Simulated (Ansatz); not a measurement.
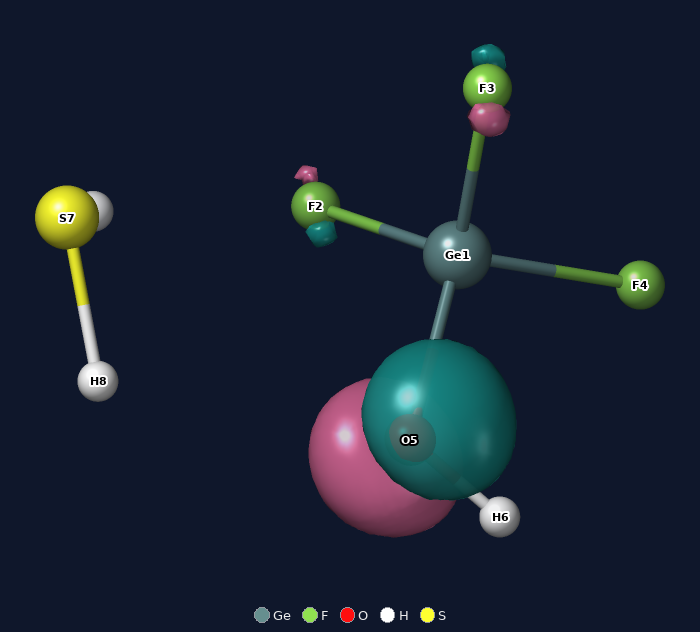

Figure. F$_{3}$GeHO···H$_{2}$S. The HOMO−1 at ±0.3 Å⁻³ᐟ² (teal and pink are the two phases), seen at a tilt.

Not at a stationary point (largest force 0.9 eV/Å).

The calculation used RKS PBE-D4/def2-SVP in Ansatz.

```xyz
9

Ge   -0.0992    0.0247    0.0319
F     0.1790    0.1751    1.7122
F     1.3717    0.3257   -0.8156
F    -1.1786    1.3175   -0.3925
O    -0.9145   -1.4861   -0.3720
H    -1.7716   -1.2683   -0.7928
S     1.8034   -2.5459    1.3172
H     0.5871   -3.1061    1.0679
H     1.2289   -1.6152    2.1655
```

**Where does this orbital lie, and at what energy?**

It lies mainly on O5 (about 80 %); largely a lone pair of O5. Its energy is −8.40 eV.
